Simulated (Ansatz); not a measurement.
# AlSiNH6O (SMILES O[SiH2][NH][AlH2]): levels of theory compared

Wanted: a comparison of 5 runs (B3LYP/6-31G*, PBE0/6-31+G*, B3LYP/6-31G**, CCSD(T)/6-311G**) of AlSiNH6O. 

The calculation is run with Ansatz 0.2.0.

1 further run of the same task is left out (set aside as unsound or not needed).

## Step 1: The system as given

The species is AlSiNH6O (10 atoms), meant as a singlet with charge 0. SMILES: `O[SiH2][NH][AlH2]`. The coordinates come from a PBE0-D4/def2-TZVP relaxation. This is one conformer, not always the lowest.

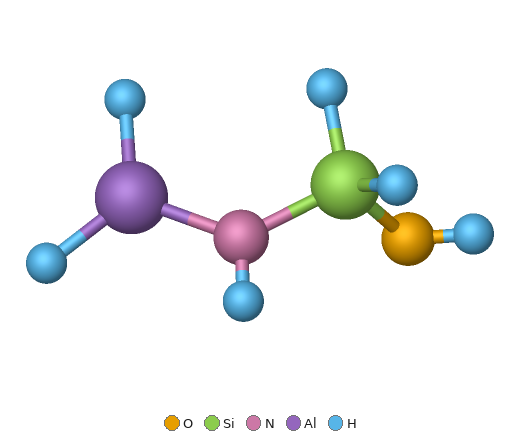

Viewed from a chosen angle; oxygen amber, silicon green, nitrogen pink, aluminium purple, hydrogen blue.

## Step 2: Energy and forces at B3LYP/6-31G(d) (spherical functions) (run 1)

Contents of molecule.yaml:

```yaml
crystal:
  periodic: [false, false, false]
  atoms:
    - {symbol: O, position_ang: [-1.817400, -0.693800, -1.056500]}
    - {symbol: Si, position_ang: [-0.576600, 0.373900, -0.851600]}
    - {symbol: N, position_ang: [0.693300, -0.382300, 0.009600]}
    - {symbol: Al, position_ang: [1.233300, -0.094800, 1.686300]}
    - {symbol: H, position_ang: [-2.399800, -0.547900, -1.803100]}
    - {symbol: H, position_ang: [-1.000200, 1.543800, -0.039500]}
    - {symbol: H, position_ang: [-0.142800, 0.831300, -2.203200]}
    - {symbol: H, position_ang: [1.159400, -1.127800, -0.493000]}
    - {symbol: H, position_ang: [0.508400, 1.030600, 2.525200]}
    - {symbol: H, position_ang: [2.425400, -0.984200, 2.228700]}
basis:
  gaussian: {orbitals: 6-31G_st_-spherical.json}
magnetization: {spin_polarized: false, initial_magnetization: 0}
hamiltonian: {xc: {name: B3LYP}}
accuracy: high
output: {forces: true, orbitals: {seedname: orbitals}}
```

The basis set 6-31G* is read from a file made from the Basis Set Exchange's data (not shown).

Run with:

```
$ ansatz run molecule.yaml --threads 1 --pin off --max-ram 2610MiB --events-out events.jsonl --progress --plain --runs-dir runs
```

Output, shortened:

```text
Warning: RAYON_NUM_THREADS=1 ignored (pool sized by the plan → 1); use --threads N
Functional definition: B3LYP
  name "B3LYP"
[...]
1750 factors; integrals over basis functions are off by at most 3.8e-9 eV
[...]
mean field -18111.55328988 eV, -665.5873069514 hartree, gradient 3.1e-8 eV, S^2 0.000000; 0 other end points of the search recorded, 0 dependent functions left out
[...]
reference -18111.55333628 eV, -665.5873086564 hartree; 24, 24 occupied and 52, 52 virtual orbitals, 1750 factors
Total energy: -18111.55333628 eV, -665.5873086564 hartree
Atom 0 at    -1.817400    -0.693800    -1.056500 Å, force    -0.182684    -0.479406     0.250365 eV/Å
Atom 1 at    -0.576600     0.373900    -0.851600 Å, force    -0.071616     0.554124    -0.154641 eV/Å
Atom 2 at     0.693300    -0.382300     0.009600 Å, force     0.177345    -0.073455     0.012446 eV/Å
Atom 3 at     1.233300    -0.094800     1.686300 Å, force     0.096486     0.056071     0.337265 eV/Å
Atom 4 at    -2.399800    -0.547900    -1.803100 Å, force    -0.274943     0.064215    -0.343168 eV/Å
Atom 5 at    -1.000200     1.543800    -0.039500 Å, force     0.053159     0.028810    -0.005195 eV/Å
Atom 6 at    -0.142800     0.831300    -2.203200 Å, force     0.045614     0.038503    -0.037482 eV/Å
Atom 7 at     1.159400    -1.127800    -0.493000 Å, force     0.122900    -0.184011    -0.104846 eV/Å
Atom 8 at     0.508400     1.030600     2.525200 Å, force    -0.006707     0.025113     0.029658 eV/Å
Atom 9 at     2.425400    -0.984200     2.228700 Å, force     0.040445    -0.029964     0.015599 eV/Å
Dipole moment:    -0.000084    -0.034054    -0.323963 e Å
```

It took 21 s on 1 thread of Intel Xeon at 2.50GHz (Skylake/Cascade Lake), shared host; peak memory 0.27 GiB.

## Step 3: Energy and forces at B3LYP/6-31G(d) (Cartesian functions) (run 2)

Contents of input.yaml:

```yaml
crystal:
  periodic: [false, false, false]
  atoms:
    - {symbol: O, position_ang: [-1.817400, -0.693800, -1.056500]}
    - {symbol: Si, position_ang: [-0.576600, 0.373900, -0.851600]}
    - {symbol: N, position_ang: [0.693300, -0.382300, 0.009600]}
    - {symbol: Al, position_ang: [1.233300, -0.094800, 1.686300]}
    - {symbol: H, position_ang: [-2.399800, -0.547900, -1.803100]}
    - {symbol: H, position_ang: [-1.000200, 1.543800, -0.039500]}
    - {symbol: H, position_ang: [-0.142800, 0.831300, -2.203200]}
    - {symbol: H, position_ang: [1.159400, -1.127800, -0.493000]}
    - {symbol: H, position_ang: [0.508400, 1.030600, 2.525200]}
    - {symbol: H, position_ang: [2.425400, -0.984200, 2.228700]}
basis:
  gaussian:
    orbitals: "6-31G*"
hamiltonian:
  xc: {name: B3LYP}
accuracy: high
output: {forces: true, orbitals: {seedname: orbitals}}
```

Run with:

```
$ ansatz run input.yaml --threads 1 --pin off --max-ram 2610MiB --events-out events.jsonl --progress --plain --runs-dir runs
```

Output, shortened:

```text
Warning: RAYON_NUM_THREADS=1 ignored (pool sized by the plan → 1); use --threads N
[... 2 set-up lines as earlier in the session ...]
[...]
1796 factors; integrals over basis functions are off by at most 3.7e-9 eV
[...]
mean field -18111.71249596 eV, -665.5931576670 hartree, gradient 3.0e-8 eV, S^2 0.000000; 0 other end points of the search recorded, 0 dependent functions left out
[...]
reference -18111.71254238 eV, -665.5931593726 hartree; 24, 24 occupied and 56, 56 virtual orbitals, 1796 factors
Total energy: -18111.71254238 eV, -665.5931593726 hartree
Atom 0 at    -1.817400    -0.693800    -1.056500 Å, force    -0.166944    -0.467983     0.253866 eV/Å
Atom 1 at    -0.576600     0.373900    -0.851600 Å, force    -0.076339     0.522726    -0.146911 eV/Å
Atom 2 at     0.693300    -0.382300     0.009600 Å, force     0.169996    -0.057786     0.023896 eV/Å
Atom 3 at     1.233300    -0.094800     1.686300 Å, force     0.092148     0.053356     0.323000 eV/Å
Atom 4 at    -2.399800    -0.547900    -1.803100 Å, force    -0.269496     0.070496    -0.342899 eV/Å
Atom 5 at    -1.000200     1.543800    -0.039500 Å, force     0.052669     0.030276    -0.006391 eV/Å
Atom 6 at    -0.142800     0.831300    -2.203200 Å, force     0.044282     0.038356    -0.037772 eV/Å
Atom 7 at     1.159400    -1.127800    -0.493000 Å, force     0.121508    -0.183817    -0.106769 eV/Å
Atom 8 at     0.508400     1.030600     2.525200 Å, force    -0.004673     0.021878     0.026599 eV/Å
Atom 9 at     2.425400    -0.984200     2.228700 Å, force     0.036849    -0.027502     0.013379 eV/Å
Dipole moment:     0.001326    -0.033089    -0.322906 e Å
```

Wall time 23 s (1 thread of Intel Xeon at 2.50GHz (Skylake/Cascade Lake), shared host); peak memory 0.28 GiB.

Run 3 isn't shown in full; the table further down has it.

## Step 4: Energy and gradient at B3LYP/6-31G(d,p) (spherical functions) (run 4)

molecule.yaml, as its differences from that of step 2:

```diff
@@ -5,3 +5,3 @@
     - {symbol: Si, position_ang: [-0.576600, 0.373900, -0.851600]}
-    - {symbol: N, position_ang: [0.693300, -0.382300, 0.009600]}
+    - {symbol: "N", position_ang: [0.693300, -0.382300, 0.009600]}
     - {symbol: Al, position_ang: [1.233300, -0.094800, 1.686300]}
@@ -14,4 +14,3 @@
 basis:
-  gaussian: {orbitals: 6-31G_st_-spherical.json}
-magnetization: {spin_polarized: false, initial_magnetization: 0}
+  gaussian: {orbitals: 6-31G_st__st_-spherical.json}
 hamiltonian: {xc: {name: B3LYP}}
```

The basis set 6-31G** is read from a file made from the Basis Set Exchange's data (not shown).

Run with:

```
$ ansatz run molecule.yaml --threads 1 --pin off --max-ram 2610MiB --events-out events.jsonl --progress --plain --runs-dir runs
```

Output, shortened:

```text
Warning: RAYON_NUM_THREADS=1 ignored (pool sized by the plan → 1); use --threads N
[... 2 set-up lines as earlier in the session ...]
[...]
2148 factors; integrals over basis functions are off by at most 1.3e-8 eV
[...]
mean field -18111.92900698 eV, -665.6011143002 hartree, gradient 6.4e-8 eV, S^2 0.000000; 0 other end points of the search recorded, 0 dependent functions left out
[...]
reference -18111.92905337 eV, -665.6011160049 hartree; 24, 24 occupied and 70, 70 virtual orbitals, 2148 factors
Total energy: -18111.92905337 eV, -665.6011160049 hartree
Atom 0 at    -1.817400    -0.693800    -1.056500 Å, force    -0.256970    -0.401299     0.099799 eV/Å
Atom 1 at    -0.576600     0.373900    -0.851600 Å, force    -0.086629     0.517382    -0.157171 eV/Å
Atom 2 at     0.693300    -0.382300     0.009600 Å, force     0.196515    -0.107359    -0.000849 eV/Å
Atom 3 at     1.233300    -0.094800     1.686300 Å, force     0.099948     0.054264     0.338126 eV/Å
Atom 4 at    -2.399800    -0.547900    -1.803100 Å, force    -0.161953     0.026077    -0.187065 eV/Å
Atom 5 at    -1.000200     1.543800    -0.039500 Å, force     0.051425     0.019923    -0.008017 eV/Å
Atom 6 at    -0.142800     0.831300    -2.203200 Å, force     0.045133     0.031287    -0.025530 eV/Å
Atom 7 at     1.159400    -1.127800    -0.493000 Å, force     0.089227    -0.132426    -0.078667 eV/Å
Atom 8 at     0.508400     1.030600     2.525200 Å, force     0.008412     0.001891     0.013227 eV/Å
Atom 9 at     2.425400    -0.984200     2.228700 Å, force     0.014891    -0.009739     0.006147 eV/Å
Dipole moment:    -0.000565    -0.032640    -0.318717 e Å
```

Wall time 26 s (1 thread of Intel Xeon at 2.50GHz (Skylake/Cascade Lake), shared host); peak memory 0.34 GiB.

## Step 5: Energy and forces at CCSD(T)/6-311G(d,p) (run 5)

Contents of in.yaml:

```yaml
crystal:
  periodic: [false, false, false]
  atoms:
    - {symbol: O, position_ang: [-1.817400, -0.693800, -1.056500]}
    - {symbol: Si, position_ang: [-0.576600, 0.373900, -0.851600]}
    - {symbol: N, position_ang: [0.693300, -0.382300, 0.009600]}
    - {symbol: Al, position_ang: [1.233300, -0.094800, 1.686300]}
    - {symbol: H, position_ang: [-2.399800, -0.547900, -1.803100]}
    - {symbol: H, position_ang: [-1.000200, 1.543800, -0.039500]}
    - {symbol: H, position_ang: [-0.142800, 0.831300, -2.203200]}
    - {symbol: H, position_ang: [1.159400, -1.127800, -0.493000]}
    - {symbol: H, position_ang: [0.508400, 1.030600, 2.525200]}
    - {symbol: H, position_ang: [2.425400, -0.984200, 2.228700]}
basis:
  gaussian:
    orbitals: 6-311G_st__st_-spherical.json
correlation:
  method: ccsd_t
  frozen_orbitals: {Al: 5, H: 0, "N": 1, O: 1, Si: 5}
accuracy: high
scf:
  omitted_lower_state_checks: [cluster_reference, increment]
output: {forces: true, orbitals: {seedname: orbitals}}
```

The basis set 6-311G** is read from a file made from the Basis Set Exchange's data (not shown).

Run with:

```
$ ansatz run in.yaml --threads 1 --pin off --max-ram 2610MiB --events-out events.jsonl --progress --plain --runs-dir runs
```

Output:

```text
Warning: RAYON_NUM_THREADS=1 ignored (pool sized by the plan → 1); use --threads N
[... 11 lines left out ...]
12 core orbitals not correlated: weight in the atoms' cores, before any rotation towards them, 1.000 or more for the frozen orbitals, at most 0.000 for the correlated occupied ones
[... 26 lines left out ...]
Total energy: -18079.54784796 eV, -664.4111286549 hartree
[... 10 lines left out ...]
Dipole moment:     0.012041    -0.011817    -0.303369 e Å
Checks for a lower state left out: cluster_reference, increment
```

It took 6.8 min on 1 thread of Intel Xeon at 2.50GHz (Skylake/Cascade Lake), shared host; peak memory 1.9 GiB.

## Step 6: The series

```
run                                level  Cartesian functions  frozen core orbitals  energy (Eh)  dipole moment (D)  HOMO energy (eV)  LUMO energy (eV)  wall time
  1   B3LYP/6-31G* (spherical functions)                   no                     –  -665.587309               1.56             -7.53             -0.96       21 s
  2   B3LYP/6-31G* (Cartesian functions)                  yes                     –  -665.593159               1.56             -7.53             -0.96       23 s
  3   PBE0/6-31+G* (spherical functions)                   no                     –  -665.166936               1.42             -7.99             -0.96       29 s
  4  B3LYP/6-31G** (spherical functions)                   no                     –  -665.601116               1.54             -7.52             -0.97       26 s
  5                     CCSD(T)/6-311G**                   no                    12  -664.411129               1.46            -11.19              1.49    6.8 min
```

## Step 7: Outcome

| quantity | value |
| --- | --- |
| run 5: total energy | -664.41113 Eh |
| run 5: dipole moment (correlated density) | 1.46 D |
| run 5: HOMO energy (Hartree–Fock orbitals) | -11.19 eV |
| run 5: LUMO energy (Hartree–Fock orbitals) | 1.49 eV |
| run 5: HOMO–LUMO gap (Hartree–Fock orbitals) | 12.68 eV |
| run 5: correlation energy (12 core orbitals frozen) | -607.2 mEh |
| run 5: (T) correction | -16.36 mEh |
| run 5: T1 diagnostic | 0.012 |
| run 5: largest force on an atom | 0.541 eV/Å |

**Reading.** The dipole moment (its size) runs from 1.42 D (PBE0/6-31+G*) to 1.56 D (B3LYP/6-31G*). The two ends differ in method and basis. Over runs 1, 2, 3, 4 the HOMO–LUMO gap runs from 6.56 eV (B3LYP/6-31G**) to 7.03 eV (PBE0/6-31+G*). Totals of different functionals can't be ranked against each other. All runs together took 8.5 min, the longest 6.8 min.
